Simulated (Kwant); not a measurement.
Device: Aharonov-Bohm ring in a GaAs two-dimensional gas. Effective mass 0.067 mₑ, grid spacing 3.3 nm, hard walls, nominal width 40 nm (13 grid rows, so walls 46.2 nm apart), one parabolic valley, scattering region 280 nm long along x; energies count from the band bottom; Fermi energy 0.012 eV. Ring of mean radius 78 nm, arms as wide as the leads. Perpendicular field swept from 0 to 1.3 T, none in the leads; orbital effect alone.

The device is made up for the run: typed textbook-type constants, with dimensions and the other settings drawn at random.

Kwant, effective-mass tight-binding model on a square grid, one spin, coherent transport at 0 K. Conductance is in e²/h.

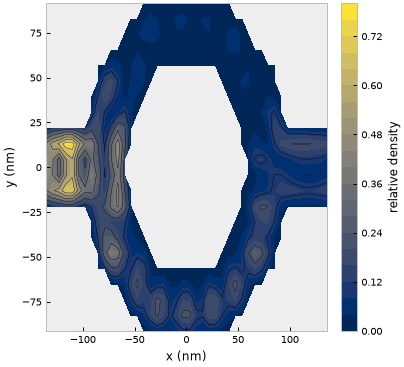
Density of the scattering states that come in from the left lead, at field = 0.6573 T, in bins, relative to the largest site value

The conductance there is 0.69 e²/h with 2 open channel(s) in the leads.
